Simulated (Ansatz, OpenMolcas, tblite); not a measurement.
## BHOF2 (difluorohydroxyborane): methods side by side

BHOF2 has 5 atoms, charge 0, and is taken as a singlet. As SMILES, `OB(F)F`. The shape is that of a PBE0-D4/def2-TZVP optimisation.

Each level gives the HOMO–LUMO gap (eV). The values are calculated.

| level | kind | program | value (eV) | CPU time |
| --- | --- | --- | --- | --- |
| GFN1-xTB | semi-empirical | tblite | 9.41 | under 2 s |
| HF/def2-SVPD | Hartree–Fock | OpenMolcas | 17.14 | 9.1 s |
| SVWN5/def2-SVPD | LDA | Ansatz | 8.41 | 3.2 s |
| BLYP/def2-SVPD | GGA | Ansatz | 8.04 | 4.4 s |
| TPSS/def2-SVPD | meta-GGA | OpenMolcas | 8.45 | 36 s |
| B3LYP/def2-SVPD | global hybrid | OpenMolcas | 10.09 | 26 s |
| M06-2X/def2-SVPD | hybrid meta-GGA | OpenMolcas | 12.62 | 33 s |
| CAM-B3LYP/def2-SVPD | range-separated hybrid | Ansatz | 12.81 | 5.4 s |
| B2PLYP/def2-SVPD | double hybrid | OpenMolcas | 13.07 | 21 s |

The values span 8.04 to 17.14 eV. Orbital gaps aren't excitation energies, and those of double hybrids come from the SCF part alone; they tend to grow with the share of exact exchange. CPU times are rough (shared hosts, several kinds of processor and program).

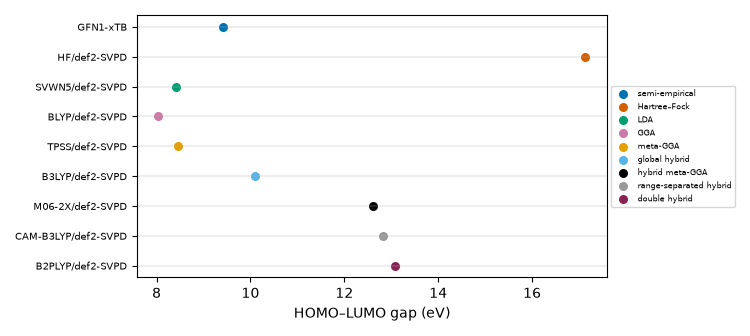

The values of the table, level by level.
